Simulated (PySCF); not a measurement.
# CH7BO2SSi: NMR shifts at several levels of theory, part 2 of 2

PySCF 2.14.0. Atoms count from 0. Earlier steps stand in the parts before.

## (8) NMR shieldings: PBE0/aug-cc-pVDZ

The job: settings as JSON, then the geometry in Å.

```
{"job": {"kind": "nmr", "xc": "PBE0", "basis": "aug-cc-pVDZ", "pop": true}, "charge": 0, "multiplicity": 1}
C      2.197078    -0.442781    -0.176421
S      1.496980     0.846531     0.908547
Si    -0.273964     1.336125    -0.211806
B     -1.461248    -0.314641    -0.328187
O     -2.679139    -0.441439     0.269081
O     -0.964015    -1.391025    -0.993289
H      2.590758    -0.004062    -1.104407
H      3.025331    -0.904986     0.377097
H      1.449749    -1.210922    -0.418558
H      0.083136     1.881535    -1.561976
H     -0.927782     2.427941     0.579985
H     -2.964102     0.346997     0.739260
H     -1.566006    -2.146479    -0.942707
```

With the program's defaults for keys left out, this is: GIAO PBE0/aug-cc-pVDZ NMR shielding, non-relativistic, gas phase.

What it wrote:

```text
coarse grid: 11936 points
cycle   1  E = -904.8140118281  dE =  5.451e-01  |g| = 8.085e-01  |ddm| = 7.770e+00
cycle   2  E = -904.6609115294  dE =  1.531e-01  |g| = 1.209e+00  |ddm| = 2.589e+00
cycle   3  E = -904.9413804392  dE = -2.805e-01  |g| = 6.484e-02  |ddm| = 1.475e+00
cycle   4  E = -904.9423027301  dE = -9.223e-04  |g| = 2.208e-02  |ddm| = 1.734e-01
cycle   5  E = -904.9424402640  dE = -1.375e-04  |g| = 5.847e-03  |ddm| = 6.685e-02
cycle   6  E = -904.9424499732  dE = -9.709e-06  |g| = 1.863e-03  |ddm| = 1.429e-02
final grid: 106112 points
cycle   7  E = -904.9545196324  dE = -2.794e-05  |g| = 7.726e-03  |ddm| = 1.122e-01
cycle   8  E = -904.9545058977  dE =  1.373e-05  |g| = 1.094e-02  |ddm| = 3.022e-02
cycle   9  E = -904.9545335899  dE = -2.769e-05  |g| = 8.085e-04  |ddm| = 1.621e-02
cycle  10  E = -904.9545337174  dE = -1.275e-07  |g| = 2.635e-04  |ddm| = 1.461e-03
cycle  11  E = -904.9545337314  dE = -1.401e-08  |g| = 7.405e-05  |ddm| = 4.424e-04
cycle  12  E = -904.9545337327  dE = -1.312e-09  |g| = 1.594e-05  |ddm| = 1.485e-04
cycle  13  E = -904.9545337328  dE = -6.185e-11  |g| = 6.808e-06  |ddm| = 3.855e-05
converged SCF energy = -904.9545337328

GIAO shielding tensors (ppm)
atom      isotropic    diamagn.    paramagn.     s11        s22        s33       span
  0 C      180.289     211.060     -30.771    168.800    171.908    200.158     31.358
  1 S      764.500    1051.387    -286.887    669.189    685.973    938.338    269.149
  2 Si     467.487     893.753    -426.266    432.541    454.372    515.548     83.007
  3 B       80.674     176.986     -96.312     65.407     73.960    102.655     37.248
  4 O      195.249     383.771    -188.521     65.131    254.679    265.939    200.808
  5 O      207.960     376.508    -168.547    102.744    249.232    271.905    169.161
  6 H       29.369      31.678      -2.309     24.271     26.763     37.073     12.802
  7 H       29.425      32.504      -3.080     23.902     26.779     37.593     13.690
  8 H       28.585      28.478       0.107     22.116     28.232     35.407     13.291
  9 H       26.648      27.929      -1.282     22.991     24.802     32.150      9.159
 10 H       26.978      28.550      -1.572     23.657     25.217     32.059      8.402
 11 H       27.285      33.570      -6.285     21.487     25.111     35.256     13.769
 12 H       27.395      32.024      -4.628     22.209     23.288     36.688     14.479
```

Run time: 24 s. Hardware: 1 thread of Arm Neoverse V2, shared host; peak memory 0.98 GiB.

This run: δ C0 14.8, S1 -207, Si2 -50.8, B3 29.5, H9 4.58, H11 4.05 ppm (means over like atoms).

## (9) Nuclear shieldings: PBE0/IGLO-III

The job, as its differences from that of step 8:

```diff
@@ -1,2 +1,2 @@
-{"job": {"kind": "nmr", "xc": "PBE0", "basis": "aug-cc-pVDZ", "pop": true}, "charge": 0, "multiplicity": 1}
+{"job": {"kind": "nmr", "xc": "PBE0", "basis": "IGLO-III", "pop": true}, "charge": 0, "multiplicity": 1}
 C      2.197078    -0.442781    -0.176421
```

With the program's defaults for keys left out, this is: GIAO PBE0/IGLO-III NMR shielding, non-relativistic, gas phase.

What it wrote:

```text
coarse grid: 11936 points
cycle   1  E = -904.8909303186  dE =  4.612e-01  |g| = 8.884e-01  |ddm| = 2.528e+00
cycle   2  E = -904.7224919701  dE =  1.684e-01  |g| = 1.315e+00  |ddm| = 1.017e+00
cycle   3  E = -905.0280719943  dE = -3.056e-01  |g| = 8.048e-02  |ddm| = 5.889e-01
cycle   4  E = -905.0292612705  dE = -1.189e-03  |g| = 2.839e-02  |ddm| = 1.006e-01
cycle   5  E = -905.0294464937  dE = -1.852e-04  |g| = 7.113e-03  |ddm| = 4.080e-02
cycle   6  E = -905.0294548981  dE = -8.404e-06  |g| = 2.952e-03  |ddm| = 7.825e-03
final grid: 106112 points
cycle   7  E = -905.0375373202  dE = -1.054e-04  |g| = 9.790e-03  |ddm| = 4.443e-02
cycle   8  E = -905.0375184160  dE =  1.890e-05  |g| = 1.337e-02  |ddm| = 1.170e-02
cycle   9  E = -905.0375533812  dE = -3.497e-05  |g| = 1.544e-03  |ddm| = 6.951e-03
cycle  10  E = -905.0375537145  dE = -3.334e-07  |g| = 5.610e-04  |ddm| = 8.246e-04
cycle  11  E = -905.0375537755  dE = -6.097e-08  |g| = 1.425e-04  |ddm| = 3.700e-04
cycle  12  E = -905.0375537795  dE = -3.940e-09  |g| = 2.617e-05  |ddm| = 8.499e-05
cycle  13  E = -905.0375537796  dE = -1.487e-10  |g| = 7.775e-06  |ddm| = 2.930e-05
converged SCF energy = -905.0375537796

GIAO shielding tensors (ppm)
atom      isotropic    diamagn.    paramagn.     s11        s22        s33       span
  0 C      170.088     250.649     -80.560    159.644    161.773    188.847     29.204
  1 S      724.835    1060.555    -335.720    617.825    637.554    919.127    301.302
  2 Si     405.606     886.651    -481.045    370.827    393.058    452.933     82.106
  3 B       68.820     191.873    -123.053     54.011     60.386     92.062     38.052
  4 O      177.992     387.685    -209.693     39.729    240.963    253.285    213.556
  5 O      189.971     388.655    -198.684     75.868    237.253    256.792    180.924
  6 H       29.349      29.749      -0.401     24.158     26.818     37.071     12.913
  7 H       29.469      28.628       0.841     23.963     26.883     37.562     13.599
  8 H       28.538      31.556      -3.018     22.007     28.121     35.487     13.480
  9 H       26.590      29.580      -2.990     23.039     24.820     31.913      8.874
 10 H       26.914      29.696      -2.783     23.730     25.255     31.756      8.027
 11 H       27.232      30.787      -3.555     21.464     24.942     35.289     13.825
 12 H       27.410      29.713      -2.303     22.176     23.322     36.733     14.558
```

Run time: 38 s. Hardware: 1 thread of Arm Neoverse V2, shared host; peak memory 1.2 GiB.

In short: δ C0 13.7, S1 -206, Si2 -60.3, B3 31.1, H9 4.62, H11 4.05 ppm (means over like atoms).

## (10) NMR shieldings: PBE0/pcSseg-0

The job, as its differences from that of step 9:

```diff
@@ -1,2 +1,2 @@
-{"job": {"kind": "nmr", "xc": "PBE0", "basis": "IGLO-III", "pop": true}, "charge": 0, "multiplicity": 1}
+{"job": {"kind": "nmr", "xc": "PBE0", "basis": "pcSseg-0", "pop": true}, "charge": 0, "multiplicity": 1}
 C      2.197078    -0.442781    -0.176421
```

Method: GIAO PBE0/pcSseg-0 NMR shielding, non-relativistic, gas phase.

What it wrote:

```text
coarse grid: 11936 points
cycle   1  E = -903.4443874953  dE =  4.761e-01  |g| = 7.483e-01  |ddm| = 3.478e+00
cycle   2  E = -903.3530174776  dE =  9.137e-02  |g| = 1.044e+00  |ddm| = 1.734e+00
cycle   3  E = -903.5559042333  dE = -2.029e-01  |g| = 4.291e-02  |ddm| = 9.927e-01
cycle   4  E = -903.5562929624  dE = -3.887e-04  |g| = 2.071e-02  |ddm| = 8.350e-02
cycle   5  E = -903.5564098158  dE = -1.169e-04  |g| = 5.449e-03  |ddm| = 3.591e-02
cycle   6  E = -903.5564157221  dE = -5.906e-06  |g| = 2.051e-03  |ddm| = 7.446e-03
final grid: 106112 points
cycle   7  E = -903.5828580795  dE = -2.335e-05  |g| = 5.647e-03  |ddm| = 2.445e-02
cycle   8  E = -903.5828517747  dE =  6.305e-06  |g| = 7.875e-03  |ddm| = 1.548e-02
cycle   9  E = -903.5828656510  dE = -1.388e-05  |g| = 7.776e-04  |ddm| = 8.627e-03
cycle  10  E = -903.5828657637  dE = -1.126e-07  |g| = 1.779e-04  |ddm| = 9.616e-04
cycle  11  E = -903.5828657717  dE = -8.062e-09  |g| = 4.373e-05  |ddm| = 3.123e-04
cycle  12  E = -903.5828657723  dE = -5.491e-10  |g| = 1.225e-05  |ddm| = 8.351e-05
converged SCF energy = -903.5828657723

GIAO shielding tensors (ppm)
atom      isotropic    diamagn.    paramagn.     s11        s22        s33       span
  0 C      177.724     255.068     -77.344    165.204    168.703    199.265     34.060
  1 S      830.596    1056.024    -225.428    705.669    731.391   1054.729    349.059
  2 Si     436.760     879.325    -442.565    388.252    417.534    504.494    116.242
  3 B       74.158     194.841    -120.684     56.852     65.493    100.129     43.277
  4 O      166.469     399.809    -233.340      5.346    246.054    248.008    242.661
  5 O      192.878     391.114    -198.236     74.399    229.752    274.483    200.085
  6 H       31.298      30.387       0.911     26.284     28.381     39.229     12.945
  7 H       31.124      30.573       0.551     25.233     28.002     40.137     14.904
  8 H       30.546      28.906       1.640     23.359     30.725     37.554     14.195
  9 H       28.158      28.619      -0.461     24.180     26.287     34.006      9.826
 10 H       28.697      29.673      -0.976     24.520     26.860     34.711     10.191
 11 H       28.237      30.991      -2.754     23.161     26.129     35.423     12.262
 12 H       28.567      28.185       0.382     23.740     24.297     37.664     13.924
```

It took 5.5 s on 1 thread of Arm Neoverse V2, shared host; peak memory 0.47 GiB.

In short: δ C0 15.8, S1 -315, Si2 -88.2, B3 30.7, H11 4.43, H9 4.40 ppm (means over like atoms).

## (11) Nuclear shieldings: PBE0/pcSseg-2

The job, as its differences from that of step 10:

```diff
@@ -1,2 +1,2 @@
-{"job": {"kind": "nmr", "xc": "PBE0", "basis": "pcSseg-0", "pop": true}, "charge": 0, "multiplicity": 1}
+{"job": {"kind": "nmr", "xc": "PBE0", "basis": "pcSseg-2", "pop": true}, "charge": 0, "multiplicity": 1}
 C      2.197078    -0.442781    -0.176421
```

Method: GIAO PBE0/pcSseg-2 NMR shielding, non-relativistic, gas phase.

What it wrote:

```text
coarse grid: 11936 points
cycle   1  E = -904.9063416814  dE =  4.963e-01  |g| = 8.756e-01  |ddm| = 2.511e+00
cycle   2  E = -904.7421738868  dE =  1.642e-01  |g| = 1.293e+00  |ddm| = 1.130e+00
cycle   3  E = -905.0441122826  dE = -3.019e-01  |g| = 7.621e-02  |ddm| = 7.205e-01
cycle   4  E = -905.0452383572  dE = -1.126e-03  |g| = 2.660e-02  |ddm| = 8.304e-02
cycle   5  E = -905.0454014047  dE = -1.630e-04  |g| = 6.770e-03  |ddm| = 3.129e-02
cycle   6  E = -905.0454099730  dE = -8.568e-06  |g| = 2.529e-03  |ddm| = 7.941e-03
final grid: 106112 points
cycle   7  E = -905.0497145746  dE = -9.491e-05  |g| = 8.577e-03  |ddm| = 3.460e-02
cycle   8  E = -905.0496985489  dE =  1.603e-05  |g| = 1.220e-02  |ddm| = 1.176e-02
cycle   9  E = -905.0497293429  dE = -3.079e-05  |g| = 1.020e-03  |ddm| = 7.372e-03
cycle  10  E = -905.0497294864  dE = -1.435e-07  |g| = 4.643e-04  |ddm| = 7.498e-04
cycle  11  E = -905.0497295269  dE = -4.049e-08  |g| = 1.063e-04  |ddm| = 2.964e-04
cycle  12  E = -905.0497295291  dE = -2.249e-09  |g| = 1.981e-05  |ddm| = 9.032e-05
cycle  13  E = -905.0497295292  dE = -7.185e-11  |g| = 7.581e-06  |ddm| = 1.926e-05
converged SCF energy = -905.0497295292

GIAO shielding tensors (ppm)
atom      isotropic    diamagn.    paramagn.     s11        s22        s33       span
  0 C      169.893     245.136     -75.243    159.112    161.510    189.059     29.947
  1 S      721.744    1057.461    -335.717    614.008    634.577    916.648    302.640
  2 Si     400.125     880.119    -479.994    364.512    386.769    449.093     84.581
  3 B       68.248     196.762    -128.514     53.547     59.550     91.648     38.102
  4 O      177.082     384.934    -207.852     37.441    241.627    252.177    214.735
  5 O      189.309     387.132    -197.823     74.204    236.525    257.197    182.994
  6 H       29.291      29.552      -0.262     24.127     26.722     37.023     12.895
  7 H       29.322      28.954       0.369     23.690     26.644     37.632     13.941
  8 H       28.497      31.220      -2.723     21.912     28.132     35.446     13.534
  9 H       26.676      29.127      -2.450     23.182     24.891     31.956      8.774
 10 H       26.923      30.003      -3.079     23.670     25.223     31.876      8.206
 11 H       26.841      31.377      -4.536     21.043     24.412     35.068     14.025
 12 H       27.037      30.298      -3.261     21.766     22.801     36.544     14.779
```

Wall time 57 s (1 thread of Arm Neoverse V2, shared host); peak memory 1.3 GiB.

Key values: δ C0 14.2, S1 -219, Si2 -58.8, B3 30.8, H9 4.45, H11 4.31 ppm (means over like atoms).

## (12) Comparing the runs: NMR shifts

Shifts (ppm) of some atoms, chosen among heavy atoms and hydrogens apart, means over like atoms, with basis size and wall time:

```csv
run,C0,H9,H11,S1,Si2,B3,O4,functions,time
PBE0/6-31G*,12.7,4.47,4.05,-223,-29.4,26.4,124.0,106,9.3 s
"PBE0/6-311+G(2d,p)",14.4,4.72,3.83,-213,-56.4,29.0,139.1,220,25 s
PBE0/def2-SVP,12.5,4.37,4.11,-224,-56.5,29.2,137.0,127,10 s
PBE0/def2-TZVP,13.9,4.71,3.89,-221,-59.7,29.0,143.8,240,29 s
PBE0/cc-pVDZ,14.2,4.28,3.85,-227,-46.1,29.0,138.5,127,11 s
PBE0/cc-pVTZ,14.0,4.48,4.18,-222,-57.0,28.8,145.5,286,38 s
PBE0/aug-cc-pVDZ,14.8,4.58,4.05,-207,-50.8,29.5,134.3,209,24 s
PBE0/IGLO-III,13.7,4.62,4.05,-206,-60.3,31.1,143.2,298,38 s
PBE0/pcSseg-0,15.8,4.40,4.43,-315,-88.2,30.7,158.2,76,5.5 s
PBE0/pcSseg-2,14.2,4.45,4.31,-219,-58.8,30.8,145.0,328,57 s
```

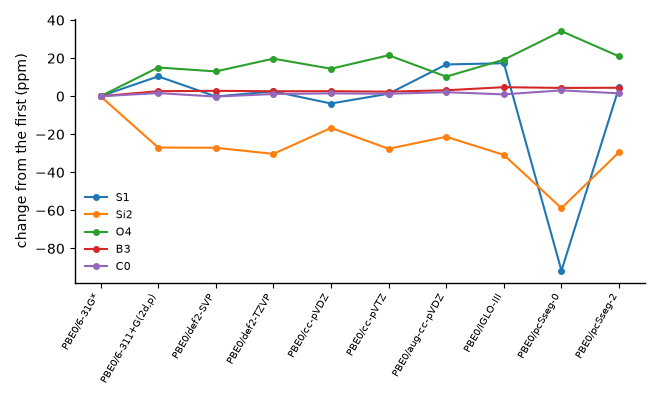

How five of the tabulated atoms move from run to run.

## (13) Results

The summary covers parts 1 to 2.

```
                                                             quantity                 value
                                 ¹³C shifts against TMS (PBE0/6-31G*)              12.7 ppm
 ¹H shifts against TMS (PBE0/6-31G*, means over atoms taken as alike)  4.47, 4.05, 2.01 ppm
                                 ³³S shifts against CS2 (PBE0/6-31G*)              -223 ppm
                                ²⁹Si shifts against TMS (PBE0/6-31G*)             -29.4 ppm
                            ¹¹B shifts against BF3·OEt2 (PBE0/6-31G*)              26.4 ppm
¹⁷O shifts against H2O (PBE0/6-31G*, means over atoms taken as alike)             124.0 ppm
                                             range of the shift of S1      -315 to -206 ppm
```

**Reading.** Single values in the summary come from the first run of each kind that ended normally (PBE0/6-31G*), which need not be the best level. At PBE0/6-31G*: The largest span, 301 ppm, is at S1, where the paramagnetic term is -288 ppm. Across the 10 runs the shift of S1 moves most, between -315 (PBE0/pcSseg-0) and -206 ppm (PBE0/IGLO-III).
